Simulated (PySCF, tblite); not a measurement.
# C₅H₁₂B₂FN: geometry, infrared bands and NMR shifts

Aim: predict the infrared bands and NMR shifts of C₅H₁₂B₂FN (`BNB[C@@H]1CC[C@H](F)C1`).

Programs: tblite 0.8.0 and PySCF 2.14.0, with density-fitted response routines of our own. Each step states its level of theory. These are calculated values for one molecule in the gas phase, unless marked as measured. Atoms are numbered from 0 throughout.

### Step 1. The molecule as given

21 atoms, charge 0, multiplicity 1; geometry from: force field or distance geometry start.

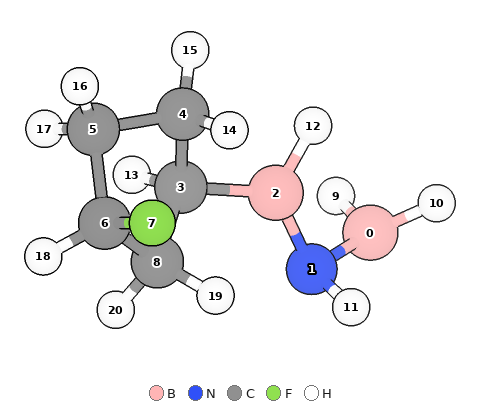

As it starts; boron pink, nitrogen blue, carbon grey, fluorine green, hydrogen white, atoms numbered.

### Step 2. Geometry optimisation with GFN2-xTB

Job settings and geometry (Å):

```
{"job": {"kind": "relax", "xc": "GFN2-xTB", "basis": "xTB"}, "charge": 0, "multiplicity": 1}
B      3.757200    -0.255200    -0.322900
N      2.362100    -0.887600    -0.489200
B      1.402100     0.035300     0.202300
C     -0.064400     0.351700    -0.304600
C     -0.809500     0.924300     0.908800
C     -2.217000     0.923800     0.308300
C     -2.302100    -0.548700    -0.061700
F     -2.581300    -1.238100     1.116400
C     -0.894800    -0.884500    -0.557700
H      3.953800     0.748200    -0.909000
H      4.227500    -0.325200     0.760300
H      2.387900    -1.840600    -0.011700
H      1.837200     0.789200     1.020900
H     -0.103700     1.049300    -1.140000
H     -0.801800     0.180900     1.700700
H     -0.458600     1.920100     1.200000
H     -2.980100     1.242000     1.027800
H     -2.219200     1.476200    -0.640300
H     -3.060500    -0.750200    -0.821500
H     -0.467300    -1.764100    -0.041600
H     -0.976600    -1.130000    -1.636400
```

On the command line:

```
OMP_NUM_THREADS=1 python probes_run.py task.json out
```

One launch serves the whole session: the jobs run in the order shown.

Standard output:

```text
step      E/eV     max force
  0    -732.81395    2.463
  1    -733.14654    1.638
  2    -733.37723    1.439
  3    -733.47042    1.120
  4    -733.61699    0.865
  5    -733.67249    0.775
  6    -733.75960    0.911
  7    -733.84151    0.980
  8    -733.96171    0.918
  9    -734.05969    0.896
 10    -734.17652    0.740
 11    -734.26264    0.533
 12    -734.30368    0.498
 13    -734.32696    0.590
 14    -734.35041    0.451
 15    -734.37685    0.407
 16    -734.44251    0.611
 17    -734.47616    0.643
 18    -734.53215    0.617
 19    -734.59448    0.549
 20    -734.67735    0.563
 21    -734.74362    0.550
 22    -734.79580    0.527
 23    -734.82184    0.981
 24    -734.85514    0.384
 25    -734.87859    0.332
 26    -734.91521    0.335
 27    -734.94048    0.433
 28    -734.97310    0.459
 29    -734.99737    0.529
 30    -735.01755    0.706
 31    -735.03405    0.523
 32    -735.05705    0.361
 33    -735.07550    0.300
 34    -735.08471    0.264
 35    -735.09318    0.291
 36    -735.10249    0.318
 37    -735.11241    0.263
 38    -735.12135    0.188
 39    -735.12633    0.138
 40    -735.12994    0.118
 41    -735.13292    0.141
 42    -735.13630    0.151
 43    -735.14014    0.175
 44    -735.14423    0.160
 45    -735.14790    0.129
 46    -735.15113    0.118
 47    -735.15460    0.130
 48    -735.15915    0.177
 49    -735.16478    0.162
 50    -735.17053    0.157
 51    -735.17568    0.159
 52    -735.18050    0.156
 53    -735.18484    0.144
 54    -735.18789    0.113
 55    -735.18985    0.099
 56    -735.19151    0.105
 57    -735.19324    0.097
 58    -735.19483    0.093
 59    -735.19583    0.060
 60    -735.19643    0.061
 61    -735.19695    0.057
 62    -735.19760    0.059
 63    -735.19814    0.048
 64    -735.19853    0.044
 65    -735.19882    0.039
 66    -735.19910    0.036
 67    -735.19937    0.037
 68    -735.19960    0.036
 69    -735.19978    0.031
 70    -735.19992    0.027
 71    -735.20004    0.023
 72    -735.20013    0.021
 73    -735.20020    0.020
 74    -735.20027    0.020
 75    -735.20032    0.016
 76    -735.20039    0.016
 77    -735.20046    0.021
 78    -735.20053    0.020
 79    -735.20060    0.015
 80    -735.20065    0.016
 81    -735.20068    0.012
 82    -735.20072    0.012
 83    -735.20076    0.014
 84    -735.20081    0.015
 85    -735.20086    0.019
 86    -735.20091    0.016
 87    -735.20096    0.016
 88    -735.20103    0.015
 89    -735.20108    0.016
 90    -735.20112    0.015
 91    -735.20116    0.011
 92    -735.20120    0.014
 93    -735.20123    0.012
 94    -735.20126    0.008
```

Wall time 0.58 s (1 thread of Arm Neoverse V2, shared host).

The steps of the relaxation: (not every step is listed)

| step | energy from step 0 (eV) | largest force (eV/Å) |
| --- | --- | --- |
| 0 | 0.0000 | 2.4630 |
| 1 | -0.3326 | 1.6383 |
| 2 | -0.5633 | 1.4387 |
| 3 | -0.6565 | 1.1196 |
| 4 | -0.8030 | 0.8653 |
| 5 | -0.8585 | 0.7755 |
| 6 | -0.9457 | 0.9109 |
| 7 | -1.0276 | 0.9805 |
| 8 | -1.1478 | 0.9179 |
| 16 | -1.6286 | 0.6106 |
| 24 | -2.0412 | 0.3839 |
| 32 | -2.2431 | 0.3609 |
| 40 | -2.3160 | 0.1179 |
| 48 | -2.3452 | 0.1766 |
| 56 | -2.3776 | 0.1047 |
| 64 | -2.3846 | 0.0443 |
| 72 | -2.3862 | 0.0210 |
| 80 | -2.3867 | 0.0157 |
| 88 | -2.3871 | 0.0151 |
| 89 | -2.3871 | 0.0156 |
| 90 | -2.3872 | 0.0147 |
| 91 | -2.3872 | 0.0114 |
| 92 | -2.3872 | 0.0140 |
| 93 | -2.3873 | 0.0123 |
| 94 | -2.3873 | 0.0081 |

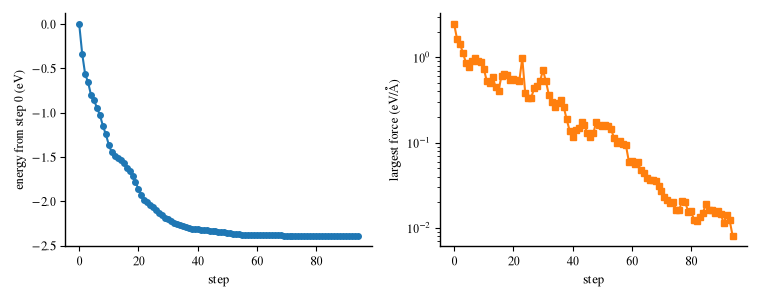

Energy and force, step by step.

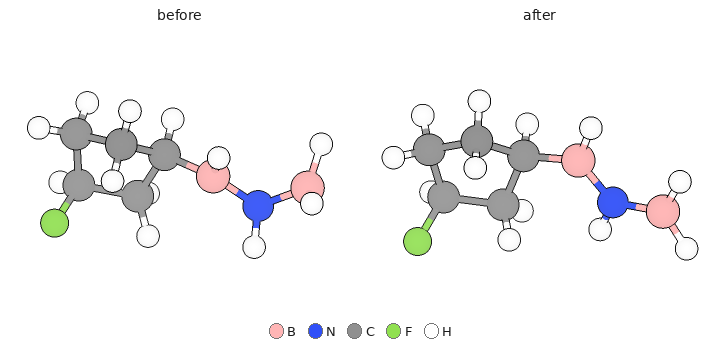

The geometry before (left) and after (right).

Close pairs (by a distance rule), those that changed most:

| bond | before (Å) | after (Å) | change (Å) |
| --- | --- | --- | --- |
| B0–N1 | 1.541 | 1.409 | -0.132 |
| N1–B2 | 1.501 | 1.410 | -0.090 |
| N1–H11 | 1.066 | 1.012 | -0.054 |
| C3–C8 | 1.511 | 1.537 | +0.027 |
| B2–H12 | 1.195 | 1.170 | -0.024 |
| C8–H20 | 1.109 | 1.089 | -0.020 |
| C8–H19 | 1.106 | 1.092 | -0.014 |
| C5–C6 | 1.521 | 1.533 | +0.013 |

The end geometry stands in the next job.

### Step 3. Harmonic vibrations with GFN2-xTB

Job settings and geometry (Å):

```
{"job": {"kind": "ir", "xc": "GFN2-xTB", "basis": "xTB"}, "charge": 0, "multiplicity": 1}
B      3.732950    -0.617490    -0.034221
N      2.337043    -0.523459    -0.197179
B      1.503244     0.594004     0.013665
C     -0.060210     0.520361    -0.264973
C     -0.940173     1.160991     0.821108
C     -2.354166     0.720989     0.443647
C     -2.188944    -0.691327    -0.130044
F     -2.604895    -1.636041     0.794403
C     -0.691401    -0.872705    -0.419425
H      4.328073     0.322109     0.323058
H      4.268561    -1.633911    -0.262973
H      1.872178    -1.367294    -0.508122
H      1.985890     1.595697     0.379184
H     -0.254119     1.076264    -1.193134
H     -0.671411     0.756641     1.797943
H     -0.836470     2.243734     0.855379
H     -3.036696     0.709962     1.292257
H     -2.763529     1.379455    -0.323145
H     -2.821050    -0.861263    -1.008546
H     -0.294445    -1.555204     0.334738
H     -0.519351    -1.304569    -1.404686
```

Standard output:

```text
mode    cm-1     km/mol
  1      40.6      6.57
  2      49.8      1.40
  3     106.1      2.69
  4     119.6      3.24
  5     178.7      0.11
  6     287.6      0.84
  7     298.3      0.84
  8     347.1      0.72
  9     406.2      6.92
 10     417.3      4.64
 11     436.0      6.99
 12     578.0      3.90
 13     638.6      1.39
 14     732.6     93.43
 15     809.8     24.82
 16     847.0      8.77
 17     861.8    164.70
 18     869.8     10.82
 19     879.4     28.37
 20     897.1      9.20
 21     947.3      1.22
 22     978.8     12.90
 23    1000.9     10.95
 24    1013.9     33.35
 25    1057.2     15.71
 26    1067.5     36.60
 27    1094.0     10.57
 28    1107.0     17.37
 29    1130.8     16.50
 30    1157.4      2.90
 31    1175.2     10.65
 32    1196.2     14.14
 33    1238.5     21.05
 34    1246.1     10.09
 35    1257.7      7.16
 36    1265.2      4.37
 37    1268.7     29.42
 38    1299.6      6.58
 39    1306.7      5.77
 40    1319.7      5.76
 41    1334.5     19.04
 42    1409.7    673.14
 43    1468.4      1.82
 44    1477.2      0.42
 45    1493.3      0.38
 46    2624.2    169.35
 47    2642.9     86.66
 48    2672.3    183.36
 49    2889.1     42.35
 50    2923.7     39.73
 51    2983.1     14.17
 52    2985.1      3.71
 53    2997.9     75.14
 54    3001.5     51.42
 55    3016.4     29.88
 56    3020.1     46.77
 57    3407.6      1.84
```

Wall time 0.64 s (1 thread of Arm Neoverse V2, shared host).

Which atoms move in the most intense modes:

| cm⁻¹ | km/mol | atoms |
| --- | --- | --- |
| 733 | 93.4 | H12 39 %, B2 36 % |
| 862 | 164.7 | H10 36 %, H9 35 %, B0 27 % |
| 1410 | 673.1 | N1 46 %, B2 20 %, H11 16 %, B0 12 % |
| 2624 | 169.3 | H10 80 %, H9 15 % |
| 2643 | 86.7 | H12 89 % |
| 2672 | 183.4 | H9 77 %, H10 11 %, B0 10 % |
| 2998 | 75.1 | H17 52 %, H14 32 % |
| 3002 | 51.4 | H20 84 % |

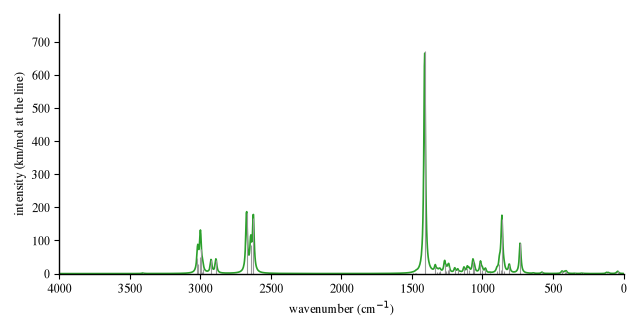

The infrared spectrum from these modes, unscaled. Lines are broadened to a width of 14 cm⁻¹ (Lorentzian).

### Step 4. Nuclear shieldings: PBE0/pcSseg-1

Same as in step 3 but for these lines:

```diff
@@ -1,2 +1,2 @@
-{"job": {"kind": "ir", "xc": "GFN2-xTB", "basis": "xTB"}, "charge": 0, "multiplicity": 1}
+{"job": {"kind": "nmr", "xc": "PBE0", "basis": "pcSseg-1"}, "charge": 0, "multiplicity": 1}
 B      3.732950    -0.617490    -0.034221
```

Method: GIAO PBE0/pcSseg-1 NMR shielding, non-relativistic, gas phase.

Standard output:

```text
coarse grid: 17192 points
cycle   1  E = -401.4623481678  dE =  9.770e-01  |g| = 5.978e-01  |ddm| = 3.929e+00
cycle   2  E = -401.4337629871  dE =  2.859e-02  |g| = 7.634e-01  |ddm| = 1.008e+00
cycle   3  E = -401.5370874618  dE = -1.033e-01  |g| = 7.134e-02  |ddm| = 5.606e-01
cycle   4  E = -401.5379416755  dE = -8.542e-04  |g| = 3.246e-02  |ddm| = 7.352e-02
cycle   5  E = -401.5381628626  dE = -2.212e-04  |g| = 8.670e-03  |ddm| = 3.165e-02
cycle   6  E = -401.5381803236  dE = -1.746e-05  |g| = 1.503e-03  |ddm| = 9.337e-03
cycle   7  E = -401.5381808519  dE = -5.283e-07  |g| = 3.678e-04  |ddm| = 1.491e-03
final grid: 165520 points
cycle   8  E = -401.5946998660  dE = -6.668e-05  |g| = 1.027e-02  |ddm| = 3.793e-02
cycle   9  E = -401.5946827569  dE =  1.711e-05  |g| = 1.392e-02  |ddm| = 1.913e-02
cycle  10  E = -401.5947252448  dE = -4.249e-05  |g| = 1.193e-03  |ddm| = 1.039e-02
cycle  11  E = -401.5947255026  dE = -2.578e-07  |g| = 3.265e-04  |ddm| = 1.126e-03
cycle  12  E = -401.5947255189  dE = -1.631e-08  |g| = 8.109e-05  |ddm| = 2.867e-04
cycle  13  E = -401.5947255204  dE = -1.480e-09  |g| = 1.591e-05  |ddm| = 8.898e-05
cycle  14  E = -401.5947255204  dE = -5.605e-11  |g| = 4.746e-06  |ddm| = 1.863e-05
converged SCF energy = -401.5947255204

GIAO shielding tensors (ppm)
atom      isotropic    diamagn.    paramagn.     s11        s22        s33       span
  0 B       49.030     191.980    -142.950      4.694     25.055    117.342    112.649
  1 N       76.754     323.936    -247.182    -82.848     74.821    238.290    321.138
  2 B       45.884     193.140    -147.256     -4.943     36.121    106.475    111.418
  3 C      147.763     253.046    -105.283    121.928    148.566    172.794     50.866
  4 C      156.296     248.262     -91.966    130.300    165.880    172.710     42.410
  5 C      146.818     249.666    -102.848    122.335    153.486    164.633     42.299
  6 C       88.042     243.939    -155.897     48.220     80.785    135.121     86.900
  7 F      361.057     471.980    -110.923    309.301    364.246    409.624    100.323
  8 C      148.467     250.989    -102.522    121.594    152.645    171.162     49.568
  9 H       26.171      28.853      -2.682     23.648     26.693     28.173      4.525
 10 H       26.154      27.992      -1.838     24.055     26.583     27.823      3.768
 11 H       24.191      34.064      -9.874     19.990     23.460     29.122      9.132
 12 H       25.889      31.560      -5.671     23.162     25.046     29.459      6.297
 13 H       30.513      33.848      -3.335     26.360     29.032     36.147      9.786
 14 H       30.161      32.063      -1.902     26.121     28.607     35.755      9.633
 15 H       29.725      31.252      -1.526     24.774     27.263     37.138     12.364
 16 H       29.491      28.849       0.643     25.444     27.260     35.771     10.327
 17 H       29.866      30.143      -0.277     25.094     28.241     36.262     11.168
 18 H       26.284      29.409      -3.124     23.419     25.858     29.577      6.159
 19 H       30.071      33.318      -3.247     25.260     30.283     34.670      9.410
 20 H       29.362      32.573      -3.211     24.926     28.276     34.883      9.958
```

Run time: 37 s. Hardware: 1 thread of Arm Neoverse V2, shared host; peak memory 1 GiB.

The references, computed at this level on geometries of the same kind, shield at (ppm): ¹H TMS 31.72, ¹³C TMS 186.9, ¹⁹F CFCl3 170.9, ¹⁵N NH3 267.7, ¹¹B BF3·OEt2 100.1. Their shielding less the atom's gives the shift. The references are single molecules in the gas phase, so shifts against H2O, NH3, PH3, H3PO4 or CFCl3 are not on the usual liquid scales and can be off by tens of ppm. Atoms listed in one row are averaged.

| atoms | environment | σ (ppm) | δ (ppm) | δ scaled to CDCl3 |
| --- | --- | --- | --- | --- |
| C6 | sp3 CH bonded to F | 88.0 | 98.9 | 94.6 |
| C5 | sp3 CH2 in a ring | 146.8 | 40.1 | 37.2 |
| C3 | sp3 CH bonded to B | 147.8 | 39.2 | 36.3 |
| C8 | sp3 CH2 in a ring | 148.5 | 38.5 | 35.6 |
| C4 | sp3 CH2 in a ring | 156.3 | 30.6 | 28.0 |
| H11 | hydrogen on a nitrogen bonded to 2 B | 24.19 | 7.53 | – |
| H12 | hydrogen on a boron bonded to C, N | 25.89 | 5.83 | – |
| H9, H10 | hydrogen on a boron bonded to N | 26.16 | 5.55 | – |
| H18 | hydrogen on an sp3 CH bonded to F | 26.28 | 5.43 | 5.23 |
| H20 | hydrogen on an sp3 CH2 in a ring | 29.36 | 2.36 | 2.33 |
| H16 | hydrogen on an sp3 CH2 in a ring | 29.49 | 2.23 | 2.20 |
| H15 | hydrogen on an sp3 CH2 in a ring | 29.73 | 1.99 | 1.98 |
| H17 | hydrogen on an sp3 CH2 in a ring | 29.87 | 1.85 | 1.85 |
| H19 | hydrogen on an sp3 CH2 in a ring | 30.07 | 1.65 | 1.66 |
| H14 | hydrogen on an sp3 CH2 in a ring | 30.16 | 1.56 | 1.57 |
| H13 | hydrogen on an sp3 CH bonded to B | 30.51 | 1.20 | 1.24 |
| B2 | boron bonded to C, N, H | 45.9 | 54.2 | – |
| B0 | boron bonded to N, 2 H | 49.0 | 51.0 | – |
| N1 | nitrogen bonded to 2 B, H | 76.8 | 191.0 | – |
| F7 | fluorine on an sp3 carbon | 361.1 | -190.1 | – |

The scaled column applies a straight-line fit of computed shieldings to shifts measured in CDCl3, and one for carbons that bear F (root-mean-square error 0.16 ppm for H, 1.9 ppm for C).

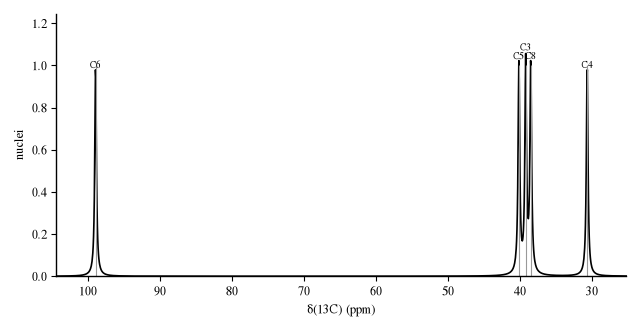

¹³C lines at the computed shifts, without couplings. Lines are broadened to a width of 0.27 ppm (Lorentzian).

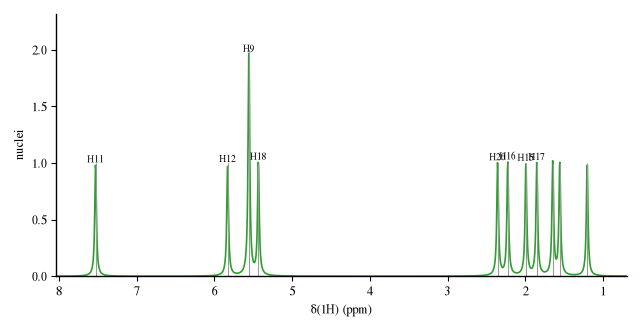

¹H lines at the computed shifts, without couplings. Lines are broadened to a width of 0.03 ppm (Lorentzian).

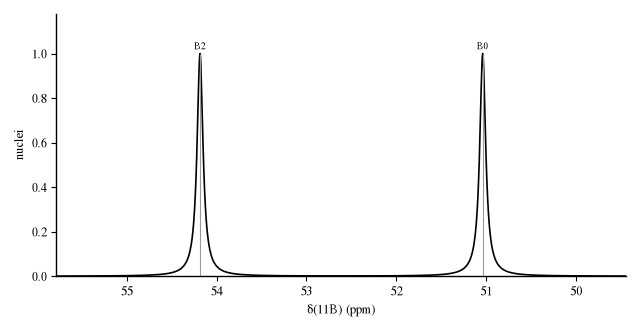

¹¹B lines at the computed shifts, without couplings. Lines are broadened to a width of 0.08 ppm (Lorentzian).

Charges from the same density, by scheme (e):

| atoms | Mulliken | IAO | Hirshfeld | ESP fit |
| --- | --- | --- | --- | --- |
| B0 | 0.16 | 0.06 | 0.15 | 0.25 |
| N1 | -0.50 | -0.41 | -0.20 | -0.25 |
| B2 | 0.44 | 0.19 | 0.18 | 0.05 |
| C3 | -0.52 | -0.25 | -0.10 | 0.12 |
| C4 | -0.20 | -0.25 | -0.07 | -0.07 |
| C5 | -0.19 | -0.28 | -0.08 | -0.19 |
| C6 | 0.19 | 0.18 | 0.07 | 0.27 |
| F7 | -0.35 | -0.34 | -0.13 | -0.29 |
| C8 | -0.20 | -0.29 | -0.08 | -0.23 |

Hirshfeld charges:

B0 0.15; N1 -0.20; B2 0.18; C3 -0.10; C4 -0.07; C5 -0.08; C6 0.07; F7 -0.13; C8 -0.08; H9 -0.06; H10 -0.06; H11 0.13; H12 -0.06; H13 0.04; H14 0.04; H15 0.04; H16 0.04; H17 0.04; H18 0.04; H19 0.04; H20 0.04

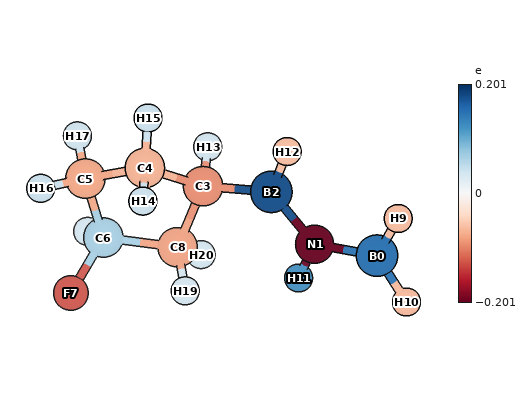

Hirshfeld charges, as colours on the atoms.

Mayer bond orders: B0–N1 1.24, N1–B2 1.20, B2–C3 0.92, C3–C4 1.01, C4–C5 1.04, C5–C6 1.02, C6–F7 0.86, C6–C8 1.02, C8–C3 1.03.

Ring of atoms C3, C4, C5, C6, C8: NICS(0) -4.6, NICS(1) -4.0, NICS(1)zz -2.8 ppm (means of both faces).

### Step 5. Outcome

| quantity | value |
| --- | --- |
| strongest single infrared mode (GFN2-xTB) | 1410 cm⁻¹, 673 km/mol |
| zero-point energy (GFN2-xTB) | 107.6 kcal/mol |
| ¹³C shifts against TMS (PBE0/pcSseg-1) | 98.9, 40.1, 39.2, 38.5, 30.6 ppm |
| ¹H shifts against TMS (PBE0/pcSseg-1, means over atoms taken as alike) | 7.53, 5.83, 5.55, 5.43, 2.36, 2.23, 1.99, 1.85, 1.65, 1.56, 1.20 ppm |
| ¹¹B shifts against BF3·OEt2 (PBE0/pcSseg-1) | 54.2, 51.0 ppm |
| ¹⁵N shifts against NH3 (PBE0/pcSseg-1) | 191.0 ppm |
| ¹⁹F shifts against CFCl3 (PBE0/pcSseg-1) | -190.1 ppm |

What this shows: The optimisation took 94 steps and gained 2.387 eV; among the close pairs (by a distance rule), B0–N1 changed most, from 1.541 to 1.409 Å. All 57 modes are real, so the xTB geometry is a minimum. The strongest single mode, at 1410 cm⁻¹, is spread over several atoms, N1, B2, H11, B0 among them. GFN2-xTB is a fitted tight-binding method: band positions and strengths are rough. Its intensities can rank the bands wrongly. At PBE0/pcSseg-1: The widest tensor belongs to N1: span 321 ppm, with a paramagnetic part of -247 ppm.
